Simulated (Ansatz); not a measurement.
```xyz
11

Si   -0.8881    1.1531   -0.0440
C     0.6648   -1.6307   -0.0253
H    -1.2686    0.1719   -1.0522
H    -1.8070    2.3059   -0.0133
O     0.6419    1.6540   -0.3143
H     0.3050   -1.1646    0.8788
F    -1.0110    0.4838    1.4514
H     1.4007   -2.3931    0.2352
H     1.1412   -0.8991   -0.6735
H    -0.1621   -2.1083   -0.5502
H     0.9831    2.4269    0.1074
```

Not at a stationary point (largest force 1.1 eV/Å).

Method: RHF/def2-SVP in Ansatz.

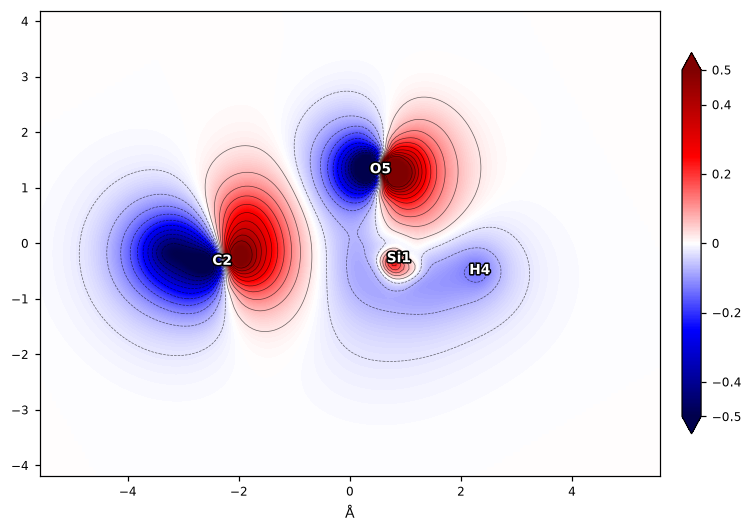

FH3OSi···CH4. The HOMO−1 on the plane of atoms H4, Si1 and O5 (values in Å⁻³ᐟ²; the overall sign is arbitrary).

**Where does this orbital lie, and at what energy?**

Its weight (Hirshfeld) is mainly on O5 (about 30 %), C2 (about 25 %), H8 (about 15 %), Si1 (about 10 %) and H9 (about 5 %). Its energy is −14.17 eV.
